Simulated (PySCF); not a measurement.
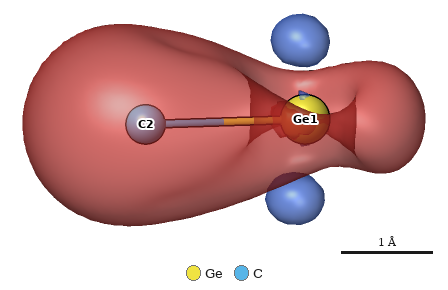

The picture shows: GeC (triplet). Isosurfaces of the spin density at +0.04 (red) and −0.04 e/Å³ (blue), seen from one side.

⟨S²⟩ = 2.06, above the pure value of 2.00.

Computed with PBE0/aug-cc-pVDZ(-PP), non-relativistic Hamiltonian with scalar-relativistic core potentials where named, at a bond length of 1.808 Å (PySCF 2.14.0).

**Where is the unpaired spin?**

The unpaired spin (2 electrons) lies mostly on C2 (about 1.6) and Ge1 (about 0.4), in electrons by Hirshfeld's partition.
